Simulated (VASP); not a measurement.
# Fe2B: accuracy against cost in the number of MPI ranks and SCF solver, part 2 of 3

How sensitive are energy, pressure and forces of Fe2B to the number of MPI ranks and SCF solver? The series runs use r2SCAN. The start is a cell from a database of measured crystal structures.

VASP 6.6.1; r2SCAN, spin-polarised from a ferromagnetic start; plane waves and PAW (Fe, B).

Still holding for the runs below: The magnetic state follows from one typed start and may not be the lowest.

So far. Step 4 (Number of MPI ranks: 4 ranks): Against the first of the series the energy stays within 0.01 meV an atom and the pressure within 0.01 GPa, after 16 cycles in 51 s.

The database entry behind the starting cell differs from later determinations by our own check (0.1 to 0.3 % short, probably kX units), so it need not match the best structure at ambient conditions.

### 5. Number of MPI ranks: 8 ranks

Input file INCAR:

```
SYSTEM = Fe2B
PREC = Accurate
ENCUT = 420
EDIFF = 1E-06
NELM = 100
ISMEAR = -1
SIGMA = 0.05
LREAL = .FALSE.
ALGO = Normal
METAGGA = R2SCAN
LASPH = .TRUE.
NBANDS = 35
ISPIN = 2
MAGMOM = 3 3 3 3 0 0
LMAXMIX = 4
LORBIT = 11
LWAVE = .FALSE.
LCHARG = .FALSE.
KPAR = 8
ISIF = 2
```

Input file POSCAR:

```
Fe2B
1.0
   -2.5495000000      2.5495000000      2.1200000000
    2.5495000000     -2.5495000000      2.1200000000
    2.5495000000      2.5495000000     -2.1200000000
Fe B
4 2
Direct
    0.1670000000      0.6670000000      0.8340000000
    0.3330000000      0.1670000000      0.5000000000
    0.8330000000      0.3330000000      0.1660000000
    0.6670000000      0.8330000000      0.5000000000
    0.7500000000      0.7500000000      0.0000000000
    0.2500000000      0.2500000000      0.0000000000
```

Input file KPOINTS:

```
Automatic mesh
0
Gamma
7 7 7
0 0 0
```

Potentials, in the order of the species: Fe and B (PBE family, release 64).

On the command line:

```sh
$ mpirun -np 8 vasp_std
```

Output:

```text
[banner, memory and clock lines left out]
running    8 mpi-ranks, on    1 nodes
[...]
|                                                                             |
|           W    W    AA    RRRRR   N    N  II  N    N   GGGG   !!!           |
|           W    W   A  A   R    R  NN   N  II  NN   N  G    G  !!!           |
|           W    W  A    A  R    R  N N  N  II  N N  N  G       !!!           |
|           W WW W  AAAAAA  RRRRR   N  N N  II  N  N N  G  GGG   !            |
|           WW  WW  A    A  R   R   N   NN  II  N   NN  G    G                |
|           W    W  A    A  R    R  N    N  II  N    N   GGGG   !!!           |
|                                                                             |
|     For optimal performance we recommend to set                             |
|       NCORE = 2 up to number-of-cores-per-socket                            |
|     NCORE specifies how many cores store one orbital (NPAR=cpu/NCORE).      |
|     This setting can greatly improve the performance of VASP for DFT.       |
[...]
[... a notice as in an earlier step ...]

 LDA part: xc-table for (None), standard interpolation
 POSCAR, INCAR and KPOINTS ok, starting setup
[...]
entering main loop
       N       E                     dE             d eps       ncg     rms          rms(c)
[... 5 cycles as in an earlier step ...]
DAV:   6    -0.765012159622E+02    0.82981E+01   -0.53764E+01  7099   0.112E+02    0.204E+01
DAV:   7    -0.734600305792E+02    0.30412E+01   -0.11608E+01  6612   0.515E+01    0.118E+01
DAV:   8    -0.736022289684E+02   -0.14220E+00   -0.69484E-01  6083   0.509E+00    0.536E+00
DAV:   9    -0.735625589498E+02    0.39670E-01   -0.12953E-01  6797   0.396E+00    0.198E+00
[... 1 cycle as in an earlier step ...]
DAV:  11    -0.735711860008E+02   -0.19817E-02   -0.49493E-03  8066   0.708E-01    0.174E-01
[... 1 cycle as in an earlier step ...]
DAV:  13    -0.735715295071E+02   -0.16450E-03   -0.18105E-04  8133   0.108E-01    0.408E-02
DAV:  14    -0.735715489881E+02   -0.19481E-04   -0.53790E-05  6412   0.595E-02    0.214E-02
DAV:  15    -0.735715501279E+02   -0.11399E-05   -0.10871E-05  6716   0.269E-02    0.890E-03
DAV:  16    -0.735715494680E+02    0.65997E-06   -0.24602E-06  4316   0.106E-02
   1 F= -.73571549E+02 E0= -.73560336E+02  d E =-.224261E-01  mag=     9.3512
```

Run time: 29 s. Hardware: 8 MPI ranks of Intel Xeon 6975P-C (Granite Rapids), shared host; peak memory 1.9 GiB.

OUTCAR, selected parts (step 5):

```text
  Total       -0.2654733     -0.2654733     -0.3255121      0.0000000      0.0000000      0.0000000
  in kB       -7.7165932     -7.7165932     -9.4617578      0.0000000      0.0000000      0.0000000
  external PRESSURE =      -8.2983147 kB  Pullay stress =       0.0000000 kB

 POSITION                                       TOTAL-FORCE (eV/Angst)
 -----------------------------------------------------------------------------------
      3.40103      0.85153      0.00000         0.019113      0.019113      0.000000
      0.85153      1.69797      0.00000         0.019113     -0.019113     -0.000000
     -0.85153      1.69797      2.12000        -0.019113     -0.019113     -0.000000
      1.69797      0.85153      2.12000        -0.019113      0.019113      0.000000
      0.00000      0.00000      3.18000         0.000000     -0.000000      0.000000
      0.00000      0.00000      1.06000         0.000000     -0.000000      0.000000
 -----------------------------------------------------------------------------------
    total drift:                               -0.000000     -0.000000      0.000000

[... 5 parts as in an earlier step ...]

[... 1 further part left out ...]
[key lines of the parts left out:]
E-fermi :   7.1709
```

Against the first of the series the energy stays within 0.01 meV an atom and the pressure within 0.01 GPa, after 16 cycles in 29 s.

### 6. The number of MPI ranks series as a table

This step: convergence of r2SCAN results with the layout; plane waves and PAW (VASP 6.6.1).

No new run; the numbers come from the runs before.

Differences are taken from the run with 1 ranks. Results of the series, by row:

| setting | status | energy less the reference (meV/atom) | pressure (GPa) | largest force difference (meV/Å) | moment (μB) | SCF cycles | wall time (s) |
| --- | --- | --- | --- | --- | --- | --- | --- |
| 1 ranks | converged | 0 | -0.8298 | 0 | 9.351 | 16 | 189 |
| 2 ranks | converged | 0 | -0.8298 | 0 | 9.351 | 16 | 99 |
| 4 ranks | converged | 0 | -0.8298 | 0 | 9.351 | 16 | 51 |
| 8 ranks | converged | 0 | -0.8298 | 0 | 9.351 | 16 | 29 |

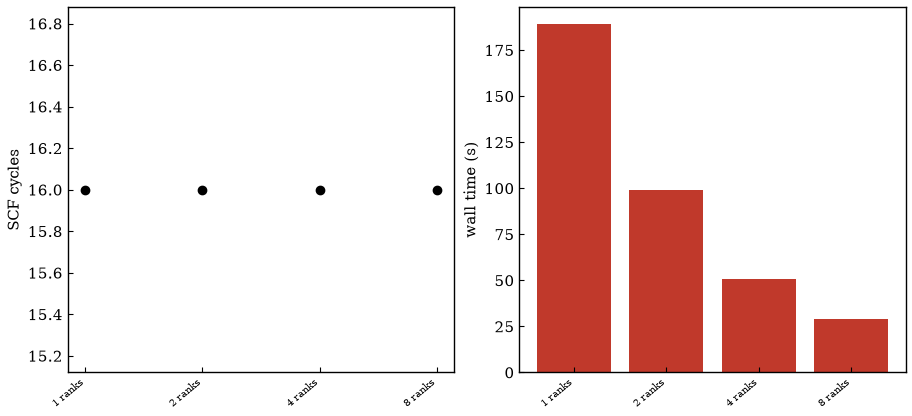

The SCF cycles and the wall time by setting.

### 7. SCF solver: ALGO = Normal

This step: r2SCAN, spin-polarised from a ferromagnetic start; plane waves and PAW (Fe, B) (VASP 6.6.1).

All solvers should reach one answer; they differ in cycles and robustness.

INCAR is that of step 5.

POSCAR is that of step 5.

KPOINTS is that of step 5.

On the command line:

```sh
$ mpirun -np 8 vasp_std
```

Output:

```text
[banner, memory and clock lines left out]
running    8 mpi-ranks, on    1 nodes
 distrk:  each k-point on    1 cores,    8 groups
 distr:  one band on    1 cores,    1 groups

 POSCAR found type information on POSCAR FeB
 POSCAR found :  2 types and       6 ions
 [... a notice as in an earlier step ...]

 [... a notice as in an earlier step ...]

 LDA part: xc-table for (None), standard interpolation
 POSCAR, INCAR and KPOINTS ok, starting setup
 FFT: planning ... GRIDC
 FFT: planning ... GRID_SOFT
 FFT: planning ... GRID
 WAVECAR not read
 entering main loop
       N       E                     dE             d eps       ncg     rms          rms(c)
[... 16 cycles as in an earlier step ...]
   1 F= -.73571549E+02 E0= -.73560336E+02  d E =-.224261E-01  mag=     9.3512
```

The job ended after 29 s (8 MPI ranks; peak memory 1.9 GiB; 3.7 min of CPU time).

OUTCAR, selected parts (step 7):

```text
   NELECT =      38.0000    total number of electrons

 E-fermi :   7.1709

[... 28 parts as in an earlier step ...]

[... 1 further part left out ...]
```

The series starts at -12.2601 eV an atom and -0.83 GPa, after 16 cycles in 29 s.

### 8. SCF solver: ALGO = Fast

Changes to INCAR since step 7:

```diff
@@ -8,3 +8,3 @@
 LREAL = .FALSE.
-ALGO = Normal
+ALGO = Fast
 METAGGA = R2SCAN
```

POSCAR is that of step 7.

KPOINTS is that of step 7.

On the command line:

```sh
$ mpirun -np 8 vasp_std
```

Output:

```text
[... set-up lines as in an earlier step ...]
 entering main loop
       N       E                     dE             d eps       ncg     rms          rms(c)
[... 5 cycles as in an earlier step ...]
RMM:   6    -0.765830075571E+02    0.82163E+01   -0.56161E+01  6276   0.695E+01    0.229E+01
RMM:   7    -0.734596225050E+02    0.31234E+01   -0.82427E+00  5794   0.287E+01    0.132E+01
RMM:   8    -0.735817479064E+02   -0.12213E+00   -0.57401E-01  6397   0.389E+00    0.468E+00
RMM:   9    -0.735669244191E+02    0.14823E-01   -0.13620E-01  6389   0.220E+00    0.188E+00
[...]
RMM:  15    -0.735715438525E+02    0.64164E-05   -0.31243E-05  6453   0.290E-02    0.131E-02
RMM:  16    -0.735715507765E+02   -0.69239E-05   -0.62634E-06  5862   0.175E-02    0.899E-03
RMM:  17    -0.735715509741E+02   -0.19765E-06   -0.20761E-06  4653   0.840E-03
   1 F= -.73571551E+02 E0= -.73560338E+02  d E =-.224264E-01  mag=     9.3511
```

Elapsed: 38 s, on 8 MPI ranks; peak memory 1.9 GiB.

From OUTCAR (step 8):

```text
  Total       -0.2589676     -0.2589676     -0.3182670      0.0000000      0.0000000      0.0000000
  in kB       -7.5274896     -7.5274896     -9.2511617      0.0000000      0.0000000      0.0000000
  external PRESSURE =      -8.1020470 kB  Pullay stress =       0.0000000 kB

 POSITION                                       TOTAL-FORCE (eV/Angst)
 -----------------------------------------------------------------------------------
      3.40103      0.85153      0.00000         0.018821      0.018821     -0.000000
      0.85153      1.69797      0.00000         0.018821     -0.018821     -0.000000
     -0.85153      1.69797      2.12000        -0.018821     -0.018821      0.000000
      1.69797      0.85153      2.12000        -0.018821      0.018821      0.000000
      0.00000      0.00000      3.18000         0.000000      0.000000     -0.000000
      0.00000      0.00000      1.06000         0.000000      0.000000     -0.000000
 -----------------------------------------------------------------------------------
    total drift:                               -0.000000     -0.000000      0.000000

  FREE ENERGIE OF THE ION-ELECTRON SYSTEM (eV)
  ---------------------------------------------------
  free  energy   TOTEN  =       -73.5715509741 eV

  energy  without entropy=      -73.5491246185  energy(sigma->0) =      -73.56033780

[... 3 parts as in an earlier step ...]

[... 1 further part left out ...]
[key lines of the parts left out:]
E-fermi :   7.1708
```

Against the first of the series the energy stays within 0.01 meV an atom; the pressure moves by +0.02 GPa, after 17 cycles in 38 s.

### 9. SCF solver: ALGO = VeryFast

Changes to INCAR since step 8:

```diff
@@ -8,3 +8,3 @@
 LREAL = .FALSE.
-ALGO = Fast
+ALGO = VeryFast
 METAGGA = R2SCAN
```

POSCAR is that of step 8.

KPOINTS is that of step 8.

On the command line:

```sh
$ mpirun -np 8 vasp_std
```

Output:

```text
[... set-up lines as in an earlier step ...]
 entering main loop
       N       E                     dE             d eps       ncg     rms          rms(c)
RMM:   1     0.170588199192E+03    0.17059E+03   -0.11015E+04  2800   0.101E+03
RMM:   2    -0.487651329708E+02   -0.21935E+03   -0.20483E+03  2800   0.223E+02
RMM:   3    -0.734586004340E+02   -0.24693E+02   -0.19083E+02  2800   0.100E+02
RMM:   4    -0.827161564787E+02   -0.92576E+01   -0.37024E+01  2800   0.450E+01
[...]
RMM:  22    -0.735715465162E+02    0.15275E-05   -0.15034E-05  6413   0.244E-02    0.914E-03
RMM:  23    -0.735715502269E+02   -0.37107E-05   -0.43506E-06  5543   0.138E-02    0.885E-03
RMM:  24    -0.735715505333E+02   -0.30643E-06   -0.95309E-07  4192   0.789E-03
   1 F= -.73571551E+02 E0= -.73560337E+02  d E =-.224266E-01  mag=     9.3510
```

Run time: 52 s. Hardware: 8 MPI ranks; peak memory 1.9 GiB; 6.8 min of CPU time.

From OUTCAR (step 9):

```text
  Total       -0.2679016     -0.2679016     -0.3268882      0.0000000     -0.0000000      0.0000000
  in kB       -7.7871777     -7.7871777     -9.5017583      0.0000000     -0.0000000      0.0000000
  external PRESSURE =      -8.3587045 kB  Pullay stress =       0.0000000 kB

 POSITION                                       TOTAL-FORCE (eV/Angst)
 -----------------------------------------------------------------------------------
      3.40103      0.85153      0.00000         0.018828      0.018828     -0.000000
      0.85153      1.69797      0.00000         0.018828     -0.018828     -0.000000
     -0.85153      1.69797      2.12000        -0.018828     -0.018828      0.000000
      1.69797      0.85153      2.12000        -0.018828      0.018828      0.000000
      0.00000      0.00000      3.18000         0.000000     -0.000000      0.000000
      0.00000      0.00000      1.06000         0.000000      0.000000      0.000000
 -----------------------------------------------------------------------------------
    total drift:                               -0.000000     -0.000000      0.000000

  FREE ENERGIE OF THE ION-ELECTRON SYSTEM (eV)
  ---------------------------------------------------
  free  energy   TOTEN  =       -73.5715505333 eV

  energy  without entropy=      -73.5491238837  energy(sigma->0) =      -73.56033721

[... 3 parts as in an earlier step ...]

[... 1 further part left out ...]
[key lines of the parts left out:]
E-fermi :   7.1708
```

Against the first of the series the energy stays within 0.01 meV an atom; the pressure moves by -0.01 GPa, after 24 cycles in 52 s.

### 10. SCF solver: ALGO = All

Changes to INCAR since step 9:

```diff
@@ -8,3 +8,3 @@
 LREAL = .FALSE.
-ALGO = VeryFast
+ALGO = All
 METAGGA = R2SCAN
```

POSCAR is that of step 9.

KPOINTS is that of step 9.

On the command line:

```sh
$ mpirun -np 8 vasp_std
```

Output:

```text
[... set-up lines as in an earlier step ...]
 entering main loop
       N       E                     dE             d eps       ncg     rms           ort
DAV:   1     0.234102194641E+03    0.23410E+03   -0.17138E+04  1400   0.141E+03
DAV:   2    -0.637921213174E+02   -0.29789E+03   -0.27362E+03  1400   0.293E+02
DAV:   3    -0.843335030153E+02   -0.20541E+02   -0.19072E+02  1400   0.981E+01
DAV:   4    -0.847938619247E+02   -0.46036E+00   -0.45658E+00  1400   0.152E+01
DAV:   5    -0.847993525480E+02   -0.54906E-02   -0.54877E-02  1400   0.141E+00
SDA:   6    -0.393002609037E+02    0.45499E+02   -0.54877E-02  1400   0.233E+03   0.000E+00
 gam= 0.000 g(H,U,f)=  0.129E+03 0.103E+03 0.842E+00 ort(H,U,f) = 0.000E+00 0.000E+00 0.000E+00
 gam= 0.000 trial= 0.400  step=  0.2487 mean=  0.4000
CGA:   7    -0.686805720060E+02   -0.29380E+02   -0.28956E+02  1400   0.125E+02  -0.504E+00
 gam= 0.054 g(H,U,f)=  0.684E+01 0.554E+01 0.926E-01 ort(H,U,f) =-0.245E+02 0.237E+02 0.265E+00
 gam= 0.054 trial= 0.385  step=  0.6395 mean=  0.3849
[...]
gam= 0.472 trial= 0.620  step=  1.0207 mean=  0.6199
CGA:  20    -0.735715365578E+02   -0.21896E-04   -0.23328E-04  1400   0.184E-04  -0.715E-05
 gam= 0.404 g(H,U,f)=  0.144E-04 0.137E-05 0.268E-05 ort(H,U,f) =-0.149E-04 0.326E-05 0.444E-05
 gam= 0.404 trial= 0.660  step=  1.3879 mean=  0.6600
CGA:  21    -0.735715456805E+02   -0.91227E-05   -0.10795E-04  1400   0.965E-05  -0.460E-05
 gam= 0.523 g(H,U,f)=  0.714E-05 0.241E-05 0.978E-07 ort(H,U,f) =-0.422E-05-0.106E-05 0.679E-06
 gam= 0.523 trial= 0.733  step=  0.5176 mean=  0.7328
CGA:  22    -0.735715475647E+02   -0.18842E-05   -0.18754E-05  1400   0.404E-05  -0.788E-07
 gam= 0.418 g(H,U,f)=  0.296E-05 0.105E-05 0.323E-07 ort(H,U,f) = 0.808E-07-0.321E-06 0.162E-06
 gam= 0.418 trial= 0.711  step=  0.8869 mean=  0.7113
CGA:  23    -0.735715492996E+02   -0.17349E-05   -0.17752E-05  1400   0.136E-05  -0.446E-06
 gam= 0.336 g(H,U,f)=  0.109E-05 0.207E-06 0.568E-07 ort(H,U,f) =-0.351E-06 0.830E-07-0.177E-06
 gam= 0.336 trial= 0.729  step=  0.7920 mean=  0.7288
SDA:  24    -0.735715497623E+02   -0.46272E-06   -0.47829E-06  1400   0.122E-05  -0.496E-06
 gam= 0.000 g(H,U,f)=  0.699E-06 0.420E-06 0.105E-06 ort(H,U,f) =-0.480E-06 0.597E-09-0.165E-07
 gam= 0.000 trial= 0.735  step=  0.3512 mean=  0.7351
 final diagonalization occupied
   1 F= -.73571550E+02 E0= -.73560335E+02  d E =-.224289E-01  mag=     9.3505
```

The job ended after 53 s (8 MPI ranks; peak memory 2.5 GiB; 6.9 min of CPU time).

Parts of OUTCAR (step 10):

```text
  Total       -0.2725046     -0.2725046     -0.3252709      0.0000000      0.0000000      0.0000000
  in kB       -7.9209743     -7.9209743     -9.4547468      0.0000000      0.0000000      0.0000000
  external PRESSURE =      -8.4322318 kB  Pullay stress =       0.0000000 kB

 POSITION                                       TOTAL-FORCE (eV/Angst)
 -----------------------------------------------------------------------------------
      3.40103      0.85153      0.00000         0.017458      0.017458     -0.000000
      0.85153      1.69797      0.00000         0.017458     -0.017458      0.000000
     -0.85153      1.69797      2.12000        -0.017458     -0.017458      0.000000
      1.69797      0.85153      2.12000        -0.017458      0.017458      0.000000
      0.00000      0.00000      3.18000        -0.000000      0.000000     -0.000000
      0.00000      0.00000      1.06000        -0.000000     -0.000000     -0.000000
 -----------------------------------------------------------------------------------
    total drift:                               -0.000000     -0.000000      0.000000

  FREE ENERGIE OF THE ION-ELECTRON SYSTEM (eV)
  ---------------------------------------------------
  free  energy   TOTEN  =       -73.5715497623 eV

  energy  without entropy=      -73.5491209092  energy(sigma->0) =      -73.56033534

 magnetization (x)
# of ion       s       p       d       tot
------------------------------------------
    1        0.004  -0.040   2.506   2.471
    2        0.004  -0.040   2.506   2.471
    3        0.004  -0.040   2.506   2.471
    4        0.004  -0.040   2.506   2.471
    5       -0.035  -0.141   0.000  -0.176
    6       -0.035  -0.141   0.000  -0.176
--------------------------------------------------
tot         -0.053  -0.441  10.024   9.530

[... 2 parts as in an earlier step ...]

[... 1 further part left out ...]
[key lines of the parts left out:]
E-fermi :   7.1705
```

Against the first of the series the energy stays within 0.01 meV an atom; the pressure moves by -0.01 GPa, after 24 cycles in 53 s.

### 11. SCF solver: ALGO = Damped

Changes to INCAR since step 10:

```diff
@@ -8,3 +8,3 @@
 LREAL = .FALSE.
-ALGO = All
+ALGO = Damped
 METAGGA = R2SCAN
```

POSCAR is that of step 10.

KPOINTS is that of step 10.

On the command line:

```sh
$ mpirun -np 8 vasp_std
```

Output:

```text
[... set-up lines as in an earlier step ...]
 entering main loop
       N       E                     dE             d eps       ncg     rms           ort
DAV:   1     0.391250456512E+03    0.39125E+03   -0.15045E+04  1400   0.141E+03
DAV:   2     0.547283474717E+02   -0.33652E+03   -0.31075E+03  1400   0.355E+02
DAV:   3    -0.564221123053E+02   -0.11115E+03   -0.10063E+03  1400   0.176E+02
DAV:   4    -0.813351453125E+02   -0.24913E+02   -0.23123E+02  1400   0.932E+01
[...]
DMP:  34    -0.735715452461E+02   -0.15397E-05   -0.11252E-05  1400   0.156E-05   0.328E-05
DMP:  35    -0.735715463993E+02   -0.11532E-05   -0.82650E-06  1400   0.115E-05   0.241E-05
DMP:  36    -0.735715472599E+02   -0.86054E-06   -0.60740E-06  1400   0.842E-06   0.177E-05
 final diagonalization occupied
   1 F= -.73571547E+02 E0= -.73560334E+02  d E =-.224258E-01  mag=     9.3515
```

The job ended after 57 s (8 MPI ranks; peak memory 2.5 GiB).

OUTCAR, selected parts (step 11):

```text
  Total       -0.2669085     -0.2669085     -0.3320268      0.0000000      0.0000000      0.0000000
  in kB       -7.7583082     -7.7583082     -9.6511234      0.0000000      0.0000000      0.0000000
  external PRESSURE =      -8.3892466 kB  Pullay stress =       0.0000000 kB

 POSITION                                       TOTAL-FORCE (eV/Angst)
 -----------------------------------------------------------------------------------
      3.40103      0.85153      0.00000         0.019689      0.019689      0.000000
      0.85153      1.69797      0.00000         0.019689     -0.019689     -0.000000
     -0.85153      1.69797      2.12000        -0.019689     -0.019689     -0.000000
      1.69797      0.85153      2.12000        -0.019689      0.019689     -0.000000
      0.00000      0.00000      3.18000         0.000000      0.000000     -0.000000
      0.00000      0.00000      1.06000         0.000000      0.000000     -0.000000
 -----------------------------------------------------------------------------------
    total drift:                               -0.000000     -0.000000      0.000000

  FREE ENERGIE OF THE ION-ELECTRON SYSTEM (eV)
  ---------------------------------------------------
  free  energy   TOTEN  =       -73.5715472599 eV

  energy  without entropy=      -73.5491214754  energy(sigma->0) =      -73.56033437

[... 3 parts as in an earlier step ...]

[... 1 further part left out ...]
[key lines of the parts left out:]
E-fermi :   7.1709
```

Against the first of the series the energy stays within 0.01 meV an atom; the pressure moves by -0.01 GPa, after 36 cycles in 57 s.

(Part 2 of 3 ends here.)

[Lines on the potential files, build, host, timing and source positions are cut from VASP's logs without a mark.]

[Logs are printed without paths, hosts, clocks, repeated set-up lines and the standing remarks that a program may print on its own settings, such as how far it seeks lower states.]

[Hosts, paths, dates, database ids (printed as entryN), source tags and the programs' standing remarks are cut or masked in the printed files.]

[A measured line is paired with the nearest computed mode of its activity, which favours agreement.]
